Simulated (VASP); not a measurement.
# 2H-WS2 monolayer and its bilayer, part 6 of 9

What are the lattice, gap and band positions of 2H-WS2 monolayer, and what does a second sheet change?

VASP 6.6.1, plane waves and PAW; the level of theory is named at each step.

So far, gap on the k-mesh (eV): step 2 (relaxing the monolayer) 1.99; step 5 (the slab in a field, field -0.1) 1.99.

### Step 8. A rigid stacking

This step: r2SCAN with rVV10, no spin polarisation; plane waves and PAW (W, S) (VASP 6.6.1).

System of this step: bilayer of 2H-WS2 monolayer. The cell holds 6 atoms: 2 W and 4 S. Cell: a = 3.165 Å, b = 3.165 Å, c = 26.347 Å, α = 90.0°, β = 90.0°, γ = 120.0°. upper sheet same orientation, shifted by (0.00, 0.00). Vacuum lies along c.

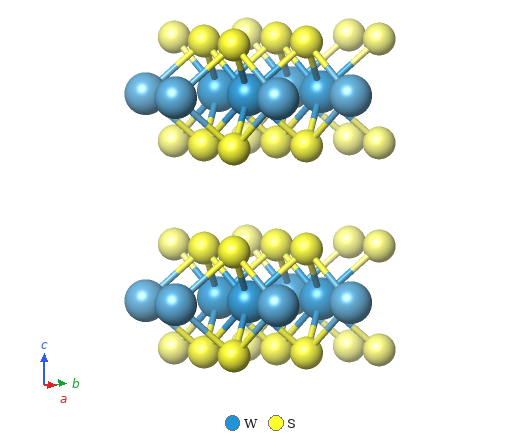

The cell of this step (tungsten blue, sulfur yellow). 2×2×1 cells are drawn. Some periodic images of atoms are drawn too.

Two rigid sheets are set at a typed distance in several high-symmetry stackings, to find where to start. The upper sheet is shifted or turned in the plane and never flipped over.

The input, INCAR:

```
SYSTEM = WS2
PREC = Normal
ENCUT = 350
EDIFF = 1E-05
NELM = 120
ISMEAR = 0
SIGMA = 0.03
LREAL = .FALSE.
ALGO = Normal
METAGGA = R2SCAN
LUSE_VDW = .TRUE.
IVDW_NL = 2
BPARAM = 11.95
CPARAM = 0.0093
LASPH = .TRUE.
NBANDS = 24
LORBIT = 11
LWAVE = .FALSE.
LCHARG = .FALSE.
KPAR = 4
IDIPOL = 3
LDIPOL = .TRUE.
DIPOL = 0.5 0.5 0.5
```

The input, POSCAR:

```
WS2
1.0
    3.1653557394      0.0000000000      0.0000000000
   -1.5826778697      2.7412784823      0.0000000000
    0.0000000000      0.0000000000     26.3466113248
W S
2 4
Direct
    0.3333333300      0.6666666700      0.3818955200
    0.3333333300      0.6666666700      0.6181044800
    0.6666666700      0.3333333300      0.3226221400
    0.6666666700      0.3333333300      0.4411689000
    0.6666666700      0.3333333300      0.5588311000
    0.6666666700      0.3333333300      0.6773778600
```

The input, KPOINTS:

```
Automatic mesh
0
Gamma
12 12 1
0 0 0
```

PAW data sets: W and S (PBE family, release 64).

The run is started by

```console
$ mpirun -np 4 vasp_std
```

The program printed:

```text
[banner, memory and clock lines left out]
running    4 mpi-ranks, on    1 nodes
 distrk:  each k-point on    1 cores,    4 groups
 distr:  one band on    1 cores,    1 groups

 POSCAR found type information on POSCAR W S
 POSCAR found :  2 types and       6 ions
 [... a notice as in an earlier step ...]

 [... a notice as in an earlier step ...]

 LDA part: xc-table for (None), standard interpolation
 POSCAR, INCAR and KPOINTS ok, starting setup
 FFT: planning ... GRIDC
 FFT: planning ... GRID_SOFT
 FFT: planning ... GRID
 WAVECAR not read
 entering main loop
       N       E                     dE             d eps       ncg     rms          rms(c)
Total rVV10 correction in eV:      0.8534192    47.2063557
Total rVV10 correction in eV:      0.8534192    47.2063557
Total rVV10 correction in eV:      0.8534192    47.2063557
Total rVV10 correction in eV:      0.8534192    47.2063557
DAV:   1     0.122610194208E+03    0.12261E+03   -0.11723E+04   912   0.891E+02
DAV:   2    -0.123076946606E+03   -0.24569E+03   -0.23924E+03  1352   0.224E+02
DAV:   3    -0.145522110612E+03   -0.22445E+02   -0.22303E+02  1192   0.769E+01
DAV:   4    -0.146068300599E+03   -0.54619E+00   -0.54488E+00  1344   0.134E+01
DAV:   5    -0.146081800793E+03   -0.13500E-01   -0.13493E-01  1192   0.205E+00    0.381E+01
Total rVV10 correction in eV:      0.8593206    47.2065655
Total rVV10 correction in eV:      0.8593206    47.2065655
Total rVV10 correction in eV:      0.8593206    47.2065655
Total rVV10 correction in eV:      0.8593206    47.2065655
DAV:   6    -0.139460439924E+03    0.66214E+01   -0.11278E+01  1288   0.176E+01    0.199E+01
Total rVV10 correction in eV:      0.8540554    47.2078076
Total rVV10 correction in eV:      0.8540554    47.2078076
Total rVV10 correction in eV:      0.8540554    47.2078076
Total rVV10 correction in eV:      0.8540554    47.2078076
DAV:   7    -0.139347350355E+03    0.11309E+00   -0.35397E+00  1256   0.117E+01    0.977E+00
Total rVV10 correction in eV:      0.8611877    47.2076961
Total rVV10 correction in eV:      0.8611877    47.2076961
Total rVV10 correction in eV:      0.8611877    47.2076961
Total rVV10 correction in eV:      0.8611877    47.2076961
DAV:   8    -0.139230996042E+03    0.11635E+00   -0.50416E-01  1304   0.453E+00    0.113E+00
Total rVV10 correction in eV:      0.8655743    47.2074124
Total rVV10 correction in eV:      0.8655743    47.2074124
Total rVV10 correction in eV:      0.8655743    47.2074124
Total rVV10 correction in eV:      0.8655743    47.2074124
DAV:   9    -0.139228576634E+03    0.24194E-02   -0.70877E-02  1200   0.155E+00    0.619E-01
Total rVV10 correction in eV:      0.8682784    47.2073016
Total rVV10 correction in eV:      0.8682784    47.2073016
Total rVV10 correction in eV:      0.8682784    47.2073016
Total rVV10 correction in eV:      0.8682784    47.2073016
DAV:  10    -0.139229719228E+03   -0.11426E-02   -0.14122E-02  1200   0.721E-01    0.625E-01
Total rVV10 correction in eV:      0.8691759    47.2071443
Total rVV10 correction in eV:      0.8691759    47.2071443
Total rVV10 correction in eV:      0.8691759    47.2071443
Total rVV10 correction in eV:      0.8691759    47.2071443
DAV:  11    -0.139230316243E+03   -0.59701E-03   -0.94535E-04  1184   0.206E-01    0.355E-01
Total rVV10 correction in eV:      0.8707066    47.2069538
Total rVV10 correction in eV:      0.8707066    47.2069538
Total rVV10 correction in eV:      0.8707066    47.2069538
Total rVV10 correction in eV:      0.8707066    47.2069538
DAV:  12    -0.139230975784E+03   -0.65954E-03   -0.51763E-04  1184   0.134E-01    0.100E-01
Total rVV10 correction in eV:      0.8712120    47.2068349
Total rVV10 correction in eV:      0.8712120    47.2068349
Total rVV10 correction in eV:      0.8712120    47.2068349
Total rVV10 correction in eV:      0.8712120    47.2068349
DAV:  13    -0.139231250467E+03   -0.27468E-03   -0.65995E-05  1136   0.471E-02    0.442E-02
Total rVV10 correction in eV:      0.8721315    47.2065520
Total rVV10 correction in eV:      0.8721315    47.2065520
Total rVV10 correction in eV:      0.8721315    47.2065520
Total rVV10 correction in eV:      0.8721315    47.2065520
DAV:  14    -0.139231760679E+03   -0.51021E-03   -0.17077E-04  1128   0.698E-02    0.176E-02
Total rVV10 correction in eV:      0.8722121    47.2065040
Total rVV10 correction in eV:      0.8722121    47.2065040
Total rVV10 correction in eV:      0.8722121    47.2065040
Total rVV10 correction in eV:      0.8722121    47.2065040
DAV:  15    -0.139231836727E+03   -0.76049E-04   -0.73115E-06   896   0.181E-02    0.149E-02
Total rVV10 correction in eV:      0.8722947    47.2064344
Total rVV10 correction in eV:      0.8722947    47.2064344
Total rVV10 correction in eV:      0.8722947    47.2064344
Total rVV10 correction in eV:      0.8722947    47.2064344
DAV:  16    -0.139231946791E+03   -0.11006E-03   -0.99632E-06   904   0.188E-02    0.440E-03
Total rVV10 correction in eV:      0.8724850    47.2063491
Total rVV10 correction in eV:      0.8724850    47.2063491
Total rVV10 correction in eV:      0.8724850    47.2063491
Total rVV10 correction in eV:      0.8724850    47.2063491
DAV:  17    -0.139232146013E+03   -0.19922E-03   -0.72838E-05  1040   0.373E-02    0.429E-03
Total rVV10 correction in eV:      0.8724680    47.2063564
Total rVV10 correction in eV:      0.8724680    47.2063564
Total rVV10 correction in eV:      0.8724680    47.2063564
Total rVV10 correction in eV:      0.8724680    47.2063564
DAV:  18    -0.139232160751E+03   -0.14737E-04   -0.68650E-06   864   0.124E-02    0.271E-03
Total rVV10 correction in eV:      0.8724542    47.2063701
Total rVV10 correction in eV:      0.8724542    47.2063701
Total rVV10 correction in eV:      0.8724542    47.2063701
Total rVV10 correction in eV:      0.8724542    47.2063701
DAV:  19    -0.139232173394E+03   -0.12643E-04   -0.24084E-06   752   0.925E-03    0.151E-03
Total rVV10 correction in eV:      0.8724341    47.2063876
Total rVV10 correction in eV:      0.8724341    47.2063876
Total rVV10 correction in eV:      0.8724341    47.2063876
Total rVV10 correction in eV:      0.8724341    47.2063876
DAV:  20    -0.139232188597E+03   -0.15203E-04   -0.12659E-06   704   0.830E-03    0.155E-03
Total rVV10 correction in eV:      0.8724332    47.2063930
Total rVV10 correction in eV:      0.8724332    47.2063930
Total rVV10 correction in eV:      0.8724332    47.2063930
Total rVV10 correction in eV:      0.8724332    47.2063930
DAV:  21    -0.139232197758E+03   -0.91614E-05   -0.10592E-06   648   0.767E-03
Total rVV10 correction in eV:      0.8724297    47.2063898
Total rVV10 correction in eV:      0.8724297    47.2063898
Total rVV10 correction in eV:      0.8724297    47.2063898
Total rVV10 correction in eV:      0.8724297    47.2063898
Total rVV10 correction in eV:      0.8724308    47.2063917
Total rVV10 correction in eV:      0.8724308    47.2063917
Total rVV10 correction in eV:      0.8724308    47.2063917
Total rVV10 correction in eV:      0.8724308    47.2063917
   1 F= -.13923220E+03 E0= -.13923220E+03  d E =-.114369E-15
```

Wall time 1.8 min (4 MPI ranks of Intel Xeon Platinum 8488C (Sapphire Rapids), shared host); peak memory 1.2 GiB.

Parts of OUTCAR (step 8):

```text
   k-points           NKPTS =     19   k-points in BZ     NKDIM =     19   number of bands    NBANDS=     24

   ENCUT  =  350.0 eV  25.72 Ry    5.07 a.u.   4.83  4.83 40.19*2*pi/ulx,y,z

   NELECT =      36.0000    total number of electrons

 E-fermi :   0.1337

 k-point     1 :       0.0000    0.0000    0.0000
  band No.  band energies     occupation
    ...
     14      -2.2911      2.00000
     15      -2.2911      2.00000
     16      -2.2391      2.00000
     17      -0.8706      2.00000
     18      -0.0240      2.00000
     19       2.4689      0.00000
     20       2.4690      0.00000
     21       2.5846      0.00000
     22       2.5846      0.00000
     23       2.6574      0.00000
    ...

  Total        0.0198430      0.0198430      1.9586196      0.0000000      0.0000000      0.0000000
  in kB        0.1390647      0.1390647     13.7265131      0.0000000      0.0000000      0.0000000
  external PRESSURE =       4.6682142 kB  Pullay stress =       0.0000000 kB

 POSITION                                       TOTAL-FORCE (eV/Angst)
 -----------------------------------------------------------------------------------
     -0.00000      1.82752     10.06165        -0.000000     -0.000000     -0.072520
     -0.00000      1.82752     16.28496        -0.000000     -0.000000      0.072520
      1.58268      0.91376      8.50000         0.000000     -0.000000     -0.032803
      1.58268      0.91376     11.62331         0.000000      0.000000     -0.445716
      1.58268      0.91376     14.72331        -0.000000     -0.000000      0.445716
      1.58268      0.91376     17.84661         0.000000      0.000000      0.032803
 -----------------------------------------------------------------------------------
    total drift:                               -0.000055      0.000032      0.000000

  FREE ENERGIE OF THE ION-ELECTRON SYSTEM (eV)
  ---------------------------------------------------
  free  energy   TOTEN  =      -139.2321977581 eV

  energy  without entropy=     -139.2321977581  energy(sigma->0) =     -139.23219776

 vacuum level on the upper side and lower side of the slab         5.128         5.128

[... 2 parts as in an earlier step ...]

[... 14 further parts left out ...]
```

Numbers from this step:

| Item | Value |
| --- | --- |
| electronic cycles | 21 |
| electrons | 36 |
| free energy (TOTEN) | -139.2322 eV |
| Fermi energy | 0.1337 eV |
| gap on the k-mesh | 1.406 eV |
| least direct gap on the k-mesh | 1.950 eV |

Force by atom:

| atom | x (eV/Å) | y (eV/Å) | z (eV/Å) | size |
| --- | --- | --- | --- | --- |
| W1 | 0.000 | 0.000 | -0.073 | 0.073 |
| W2 | 0.000 | 0.000 | 0.073 | 0.073 |
| S3 | 0.000 | 0.000 | -0.033 | 0.033 |
| S4 | 0.000 | 0.000 | -0.446 | 0.446 |
| S5 | 0.000 | 0.000 | 0.446 | 0.446 |
| S6 | 0.000 | 0.000 | 0.033 | 0.033 |

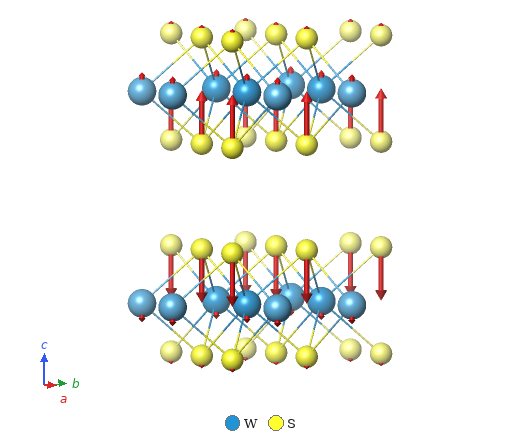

Force as arrows, the longest 0.446 eV/Å. 2×2×1 cells are drawn. Some periodic images of atoms are drawn too.

Energy at zero smearing: -139.23220 eV.

### Step 9. A rigid stacking

INCAR is that of step 8.

The input, POSCAR:

```
WS2
1.0
    3.1653557394      0.0000000000      0.0000000000
   -1.5826778697      2.7412784823      0.0000000000
    0.0000000000      0.0000000000     26.3466113248
W S
2 4
Direct
    0.3333333300      0.6666666700      0.3818955200
    0.6666666700      0.3333333300      0.6181044800
    0.6666666700      0.3333333300      0.3226221400
    0.6666666700      0.3333333300      0.4411689000
    0.0000000000      1.0000000000      0.5588311000
    0.0000000000      1.0000000000      0.6773778600
```

KPOINTS is that of step 8.

The run is started by

```console
$ mpirun -np 4 vasp_std
```

The program printed:

```text
[... set-up lines as in an earlier step ...]
 entering main loop
       N       E                     dE             d eps       ncg     rms          rms(c)
Total rVV10 correction in eV:      0.8525576    47.2063545
Total rVV10 correction in eV:      0.8525576    47.2063545
Total rVV10 correction in eV:      0.8525576    47.2063545
Total rVV10 correction in eV:      0.8525576    47.2063545
DAV:   1     0.121264473151E+03    0.12126E+03   -0.11735E+04   912   0.892E+02
DAV:   2    -0.123316742491E+03   -0.24458E+03   -0.23926E+03  1368   0.224E+02
DAV:   3    -0.145647623412E+03   -0.22331E+02   -0.22163E+02  1192   0.766E+01
DAV:   4    -0.146188078868E+03   -0.54046E+00   -0.53901E+00  1320   0.134E+01
DAV:   5    -0.146203799193E+03   -0.15720E-01   -0.15713E-01  1192   0.215E+00    0.379E+01
Total rVV10 correction in eV:      0.8573760    47.2071074
Total rVV10 correction in eV:      0.8573760    47.2071074
Total rVV10 correction in eV:      0.8573760    47.2071074
Total rVV10 correction in eV:      0.8573760    47.2071074
[...]
Total rVV10 correction in eV:      0.8680518    47.2063466
DAV:  18    -0.139416923315E+03   -0.27280E-04   -0.48772E-06   808   0.110E-02    0.473E-03
Total rVV10 correction in eV:      0.8680309    47.2063527
Total rVV10 correction in eV:      0.8680309    47.2063527
Total rVV10 correction in eV:      0.8680309    47.2063527
Total rVV10 correction in eV:      0.8680309    47.2063527
DAV:  19    -0.139416935479E+03   -0.12164E-04   -0.13884E-06   664   0.676E-03    0.161E-03
Total rVV10 correction in eV:      0.8680081    47.2063633
Total rVV10 correction in eV:      0.8680081    47.2063633
Total rVV10 correction in eV:      0.8680081    47.2063633
Total rVV10 correction in eV:      0.8680081    47.2063633
DAV:  20    -0.139416940451E+03   -0.49721E-05   -0.72032E-07   536   0.571E-03
Total rVV10 correction in eV:      0.8679834    47.2063899
Total rVV10 correction in eV:      0.8679834    47.2063899
Total rVV10 correction in eV:      0.8679834    47.2063899
Total rVV10 correction in eV:      0.8679834    47.2063899
Total rVV10 correction in eV:      0.8679883    47.2063841
Total rVV10 correction in eV:      0.8679883    47.2063841
Total rVV10 correction in eV:      0.8679883    47.2063841
Total rVV10 correction in eV:      0.8679883    47.2063841
   1 F= -.13941694E+03 E0= -.13941694E+03  d E =-.801340E-11
```

The job ended after 1.7 min (4 MPI ranks; peak memory 1.2 GiB; 6.6 min of CPU time).

Parts of OUTCAR (step 9):

```text
  Total        0.0782270      0.0782270      0.0167284     -0.0000000      0.0000000     -0.0000000
  in kB        0.5482354      0.5482354      0.1172367     -0.0000000      0.0000000     -0.0000000
  external PRESSURE =       0.4045692 kB  Pullay stress =       0.0000000 kB

 POSITION                                       TOTAL-FORCE (eV/Angst)
 -----------------------------------------------------------------------------------
     -0.00000      1.82752     10.06165         0.000000     -0.000000      0.004756
      1.58268      0.91376     16.28496         0.000000      0.000000      0.010707
      1.58268      0.91376      8.50000        -0.000000     -0.000000     -0.021762
      1.58268      0.91376     11.62331        -0.000000     -0.000000     -0.002947
      0.00000      0.00000     14.72331         0.000000     -0.000000     -0.008147
      0.00000      0.00000     17.84661         0.000000     -0.000000      0.017394
 -----------------------------------------------------------------------------------
    total drift:                               -0.000043      0.000004      0.001476

  FREE ENERGIE OF THE ION-ELECTRON SYSTEM (eV)
  ---------------------------------------------------
  free  energy   TOTEN  =      -139.4169404513 eV

  energy  without entropy=     -139.4169404513  energy(sigma->0) =     -139.41694045

[... 2 parts as in an earlier step ...]

[... 1 further part left out ...]
[key lines of the parts left out:]
E-fermi :  -0.0353
```

Energy at zero smearing: -139.41694 eV.

### Step 10. A rigid stacking

INCAR is that of step 9.

POSCAR, as its differences from that of step 9:

```diff
@@ -12,3 +12,3 @@
     0.6666666700      0.3333333300      0.4411689000
-    0.0000000000      1.0000000000      0.5588311000
-    0.0000000000      1.0000000000      0.6773778600
+    0.3333333300      0.6666666700      0.5588311000
+    0.3333333300      0.6666666700      0.6773778600
```

KPOINTS is that of step 9.

The run is started by

```console
$ mpirun -np 4 vasp_std
```

The program printed:

```text
[... set-up lines as in an earlier step ...]
 entering main loop
       N       E                     dE             d eps       ncg     rms          rms(c)
Total rVV10 correction in eV:      0.8525897    47.2063548
Total rVV10 correction in eV:      0.8525897    47.2063548
Total rVV10 correction in eV:      0.8525897    47.2063548
Total rVV10 correction in eV:      0.8525897    47.2063548
DAV:   1     0.122158081860E+03    0.12216E+03   -0.11714E+04   912   0.891E+02
DAV:   2    -0.123328822973E+03   -0.24549E+03   -0.23945E+03  1368   0.224E+02
DAV:   3    -0.145648180683E+03   -0.22319E+02   -0.22172E+02  1184   0.768E+01
DAV:   4    -0.146196256660E+03   -0.54808E+00   -0.54655E+00  1336   0.135E+01
DAV:   5    -0.146208980465E+03   -0.12724E-01   -0.12717E-01  1176   0.199E+00    0.379E+01
Total rVV10 correction in eV:      0.8572641    47.2068896
Total rVV10 correction in eV:      0.8572641    47.2068896
Total rVV10 correction in eV:      0.8572641    47.2068896
Total rVV10 correction in eV:      0.8572641    47.2068896
[...]
Total rVV10 correction in eV:      0.8676879    47.2063426
DAV:  17    -0.139420577756E+03   -0.12695E-03   -0.43743E-05  1008   0.232E-02    0.630E-03
Total rVV10 correction in eV:      0.8676680    47.2063482
Total rVV10 correction in eV:      0.8676680    47.2063482
Total rVV10 correction in eV:      0.8676680    47.2063482
Total rVV10 correction in eV:      0.8676680    47.2063482
DAV:  18    -0.139420602993E+03   -0.25237E-04   -0.97438E-06   840   0.137E-02    0.295E-03
Total rVV10 correction in eV:      0.8676622    47.2063504
Total rVV10 correction in eV:      0.8676622    47.2063504
Total rVV10 correction in eV:      0.8676622    47.2063504
Total rVV10 correction in eV:      0.8676622    47.2063504
DAV:  19    -0.139420610725E+03   -0.77316E-05   -0.82688E-07   600   0.721E-03
Total rVV10 correction in eV:      0.8676320    47.2063777
Total rVV10 correction in eV:      0.8676320    47.2063777
Total rVV10 correction in eV:      0.8676320    47.2063777
Total rVV10 correction in eV:      0.8676320    47.2063777
Total rVV10 correction in eV:      0.8676381    47.2063711
Total rVV10 correction in eV:      0.8676381    47.2063711
Total rVV10 correction in eV:      0.8676381    47.2063711
Total rVV10 correction in eV:      0.8676381    47.2063711
   1 F= -.13942061E+03 E0= -.13942061E+03  d E =-.103809E-13
```

Run time: 1.9 min. Hardware: 4 MPI ranks; peak memory 1.2 GiB; 7.3 min of CPU time.

Parts of OUTCAR (step 10):

```text
  Total        0.0247383      0.0247383      0.0554198      0.0000000     -0.0000000     -0.0000000
  in kB        0.1733724      0.1733724      0.3883961      0.0000000     -0.0000000     -0.0000000
  external PRESSURE =       0.2450470 kB  Pullay stress =       0.0000000 kB

 POSITION                                       TOTAL-FORCE (eV/Angst)
 -----------------------------------------------------------------------------------
     -0.00000      1.82752     10.06165        -0.000000      0.000000     -0.016857
      1.58268      0.91376     16.28496        -0.000000      0.000000      0.016857
      1.58268      0.91376      8.50000        -0.000000      0.000000     -0.017028
      1.58268      0.91376     11.62331        -0.000000      0.000000      0.013172
     -0.00000      1.82752     14.72331        -0.000000      0.000000     -0.013172
     -0.00000      1.82752     17.84661         0.000000      0.000000      0.017028
 -----------------------------------------------------------------------------------
    total drift:                               -0.000000     -0.000000     -0.000000

  FREE ENERGIE OF THE ION-ELECTRON SYSTEM (eV)
  ---------------------------------------------------
  free  energy   TOTEN  =      -139.4206107246 eV

  energy  without entropy=     -139.4206107246  energy(sigma->0) =     -139.42061072

[... 2 parts as in an earlier step ...]

[... 1 further part left out ...]
[key lines of the parts left out:]
E-fermi :  -0.0227
```

Energy at zero smearing: -139.42061 eV.

(Part 6 of 9 ends here.)

[Lines on the potential files, build, host, timing and source positions are cut from VASP's logs without a mark.]

[Logs are printed without paths, hosts, clocks, repeated set-up lines and the standing remarks that a program may print on its own settings, such as how far it seeks lower states.]

[Hosts, paths, dates, database ids (printed as entryN), source tags and the programs' standing remarks are cut or masked in the printed files.]

[Runs that stopped without an error message from VASP are left out.]
